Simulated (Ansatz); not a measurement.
# C₄H₂Cl₂Ti: basis-set convergence

How large a basis does C₄H₂Cl₂Ti need? Two functionals are run in growing sets.

Program: Ansatz 0.2.0, Gaussian basis. Level of theory: one geometry, several basis sets. These are calculated values, not measurements.

The runs, in order: PBE0-D4/def2-SVP; ωB97M-V/def2-SVP; PBE0-D4/def2-QZVPP; ωB97M-V/def2-QZVPP; the functionals' def2-TZVPP values are taken from earlier runs.

### 1 The relaxed structure

An earlier PBE0-D4 in a triple-zeta def2 set relaxation fixed the geometry.

SMILES `C#[C][Ti]([Cl])([Cl])[C]#C`, 9 atoms, charge 0, spin multiplicity 1.

Atoms are counted from 1 here; the program's logs count them from 0.

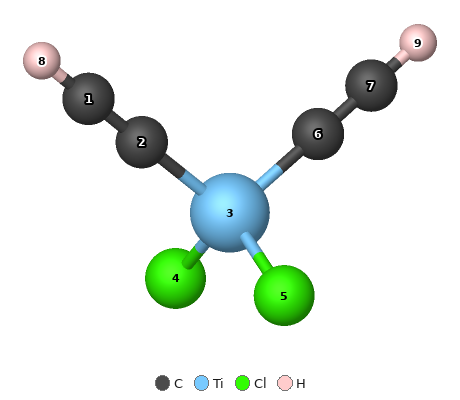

The structure; carbon dark grey, titanium blue, chlorine green, hydrogen pink; atoms are numbered from 1 in the order of the file.

### 2 PBE0-D4 in def2-SVP

Contents of in.yaml:

```yaml
crystal:
  periodic: [false, false, false]
  atoms:
    - {symbol: C, position_ang: [0.468434, -2.395744, 1.236529]}
    - {symbol: C, position_ang: [0.347624, -1.531062, 0.390525]}
    - {symbol: Ti, position_ang: [0.151832, -0.100806, -0.988744]}
    - {symbol: Cl, position_ang: [-1.419529, -0.657446, -2.372931]}
    - {symbol: Cl, position_ang: [2.066616, 0.227547, -1.948294]}
    - {symbol: C, position_ang: [-0.387288, 1.558124, -0.017317]}
    - {symbol: C, position_ang: [-0.713224, 2.562691, 0.584851]}
    - {symbol: H, position_ang: [0.573340, -3.152688, 1.981754]}
    - {symbol: H, position_ang: [-0.999304, 3.442986, 1.116424]}
basis:
  gaussian: {orbitals: def2-SVP}
hamiltonian: {xc: pbe0, dispersion: d4}
output: {orbitals: {seedname: orbitals}}
```

The run is started by

```sh
ansatz run in.yaml --threads 4 --pin off --events-out ev --progress --plain --max-ram 11315MiB
```

Output:

```text
Functional definition: PBE0
  name "PBE0"
  cite "Adamo & Barone, J. Chem. Phys. 110, 6158 (1999) doi:10.1063/1.478522"
  cite "Perdew, Burke & Ernzerhof, Phys. Rev. Lett. 77, 3865 (1996) doi:10.1103/PhysRevLett.77.3865"
  parent pbe
  parameter a = 0.25
  parameter kappa = 0.804
  parameter beta = 0.06672455060314922
  exchange = (1 - a)*pbe_x(kappa = kappa, mu = beta*pi^2/3) + a*exact_x
  correlation = pbe_c(beta = beta)
1352 factors; integrals over basis functions are off by at most 1.2e-3 eV
mean field evaluation 1: about -52297.7006 eV, gradient 5.8e1 eV
mean field evaluation 2: about -51855.3049 eV, gradient 4.2e2 eV
mean field evaluation 4: about -52303.9570 eV, gradient 3.8e1 eV
mean field evaluation 8: about -52307.5626 eV, gradient 9.6e-1 eV
mean field evaluation 16: about -52307.7828 eV, gradient 3.5e-4 eV
mean field -52307.78276558 eV, -1922.2755611466 hartree, gradient 5.8e-6 eV, S^2 0.000000; 0 other end points of the search recorded, 0 dependent functions left out
reference -52307.78282805 eV, -1922.2755634423 hartree; 41, 41 occupied and 92, 92 virtual orbitals, 1352 factors
Total energy: -52308.04930392 eV, -1922.2853562499 hartree
```

Wall time 2.7 s (4 threads of Arm Neoverse V2, shared host); peak memory 0.34 GiB.

### 3 ωB97M-V in def2-SVP

Changes to in.yaml since step 2:

```diff
@@ -14,3 +14,3 @@
   gaussian: {orbitals: def2-SVP}
-hamiltonian: {xc: pbe0, dispersion: d4}
+hamiltonian: {xc: {name: wB97M-V}}
 output: {orbitals: {seedname: orbitals}}
```

The command is unchanged.

Output (excerpt; [...] marks lines left out):

```text
Functional definition: wB97M-V
  name "wB97M-V"
  cite "Mardirossian & Head-Gordon, J. Chem. Phys. 144, 214110 (2016) doi:10.1063/1.4952647"
  cite "Becke, J. Chem. Phys. 107, 8554 (1997) doi:10.1063/1.475007"
  cite "Vydrov & Van Voorhis, J. Chem. Phys. 133, 244103 (2010) doi:10.1063/1.3521275"
  # Of w^i u^j: cxij and so on, Table III.
[...]
  gx(w, u) = 1 - cx + cx01*u + cx10*w
  gss(w, u) = css00 + css04*u^4 + css10*w + css20*w^2 + css43*w^4*u^3
  gos(w, u) = cos00 + cos10*w + (cos20 + cos21*u)*w^2 + (cos60 + cos61*u)*w^6
[...]
      + integral(e_c_pw_mod_opposite_spin*gos(b97_w_opposite, b97_u_opposite)) + vv10(b, c)
1352 factors; integrals over basis functions are off by at most 1.2e-3 eV
283 factors; integrals over basis functions are off by at most 6.3e-5 eV
[...]
mean field -52322.41244791 eV, -1922.8131920559 hartree, gradient 5.2e-5 eV, S^2 0.000000; 0 other end points of the search recorded, 0 dependent functions left out
reference -52322.41255188 eV, -1922.8131958767 hartree; 41, 41 occupied and 92, 92 virtual orbitals, 1352 factors
Total energy: -52322.41255188 eV, -1922.8131958767 hartree
```

Wall time 11 s (4 threads of Arm Neoverse V2, shared host); peak memory 0.52 GiB.

### 4 PBE0-D4 in def2-QZVPP

Changes to in.yaml since step 3:

```diff
@@ -13,4 +13,4 @@
 basis:
-  gaussian: {orbitals: def2-SVP}
-hamiltonian: {xc: {name: wB97M-V}}
+  gaussian: {orbitals: "def2-QZVPP.json"}
+hamiltonian: {xc: pbe0, dispersion: d4}
 output: {orbitals: {seedname: orbitals}}
```

Same command.

Output:

```text
Functional definition: PBE0
  name "PBE0"
  cite "Adamo & Barone, J. Chem. Phys. 110, 6158 (1999) doi:10.1063/1.478522"
  cite "Perdew, Burke & Ernzerhof, Phys. Rev. Lett. 77, 3865 (1996) doi:10.1103/PhysRevLett.77.3865"
  parent pbe
  parameter a = 0.25
  parameter kappa = 0.804
  parameter beta = 0.06672455060314922
  exchange = (1 - a)*pbe_x(kappa = kappa, mu = beta*pi^2/3) + a*exact_x
  correlation = pbe_c(beta = beta)
2079 factors; their error is unknown
mean field evaluation 1: about -52313.9920 eV, gradient 6.9e1 eV
mean field evaluation 2: about -52003.7466 eV, gradient 4.3e2 eV
mean field evaluation 4: about -52318.9406 eV, gradient 5.7e1 eV
mean field evaluation 8: about -52325.5640 eV, gradient 3.0e-1 eV
mean field evaluation 16: about -52325.6293 eV, gradient 3.3e-4 eV
mean field -52325.62926095 eV, -1922.9314077546 hartree, gradient 5.2e-5 eV, S^2 0.000000; 0 other end points of the search recorded, 0 dependent functions left out
reference -52325.62930487 eV, -1922.9314093684 hartree; 41, 41 occupied and 480, 480 virtual orbitals, 2079 factors
Total energy: -52325.89578073 eV, -1922.9412021759 hartree
```

Wall time 18 s (4 threads of Arm Neoverse V2, shared host); peak memory 2.7 GiB.

### 5 ωB97M-V in def2-QZVPP

Changes to in.yaml since step 4:

```diff
@@ -14,3 +14,3 @@
   gaussian: {orbitals: "def2-QZVPP.json"}
-hamiltonian: {xc: pbe0, dispersion: d4}
+hamiltonian: {xc: {name: wB97M-V}}
 output: {orbitals: {seedname: orbitals}}
```

Launched as before.

Output (excerpt; [...] marks lines left out):

```text
Functional definition: wB97M-V
  name "wB97M-V"
  cite "Mardirossian & Head-Gordon, J. Chem. Phys. 144, 214110 (2016) doi:10.1063/1.4952647"
  cite "Becke, J. Chem. Phys. 107, 8554 (1997) doi:10.1063/1.475007"
  cite "Vydrov & Van Voorhis, J. Chem. Phys. 133, 244103 (2010) doi:10.1063/1.3521275"
  # Of w^i u^j: cxij and so on, Table III.
[...]
  gx(w, u) = 1 - cx + cx01*u + cx10*w
  gss(w, u) = css00 + css04*u^4 + css10*w + css20*w^2 + css43*w^4*u^3
  gos(w, u) = cos00 + cos10*w + (cos20 + cos21*u)*w^2 + (cos60 + cos61*u)*w^6
[...]
      + integral(e_c_pw_mod_opposite_spin*gos(b97_w_opposite, b97_u_opposite)) + vv10(b, c)
2035 factors; their error is unknown
377 factors; integrals over basis functions are off by at most 2.0e-5 eV
[...]
mean field -52340.23486812 eV, -1923.4681539180 hartree, gradient 7.0e-5 eV, S^2 0.000000; 0 other end points of the search recorded, 0 dependent functions left out
reference -52340.23494016 eV, -1923.4681565655 hartree; 41, 41 occupied and 480, 480 virtual orbitals, 2035 factors
Total energy: -52340.23494016 eV, -1923.4681565655 hartree
```

Run time: 42 s. Hardware: 4 threads of Arm Neoverse V2, shared host; peak memory 3.1 GiB.

### 6 Density functionals: the series

The def2-TZVPP values come from earlier runs at the same geometry.

```csv
functional,basis,functions,energy (eV),from the largest (eV),HOMO (eV),LUMO (eV)
PBE0-D4,def2-SVP,133,-52308.0493,17.846,-8.44,-3.61
PBE0-D4,def2-TZVPP,300,-52324.5099,1.386,-8.48,-3.60
PBE0-D4,def2-QZVPP,521,-52325.8958,0.000,-8.50,-3.62
ωB97M-V,def2-SVP,133,-52322.4126,17.822,-10.58,-1.51
ωB97M-V,def2-TZVPP,300,-52338.9416,1.293,-10.65,-1.56
ωB97M-V,def2-QZVPP,521,-52340.2349,0.000,-10.66,-1.59
```

### 7 What came out

| quantity | value |
| --- | --- |
| PBE0-D4: double and triple zeta above quadruple | 17.85, 1.39 eV |
| ωB97M-V: double and triple zeta above quadruple | 17.82, 1.29 eV |

In words: PBE0-D4 gains 16.46 eV from double to triple zeta, then 1.39 eV more. Total energies overstate the basis error of differences, where much of it tends to cancel.

For PBE0-D4 the largest set took about 7 times as long as the smallest (18 s against 2.7 s).
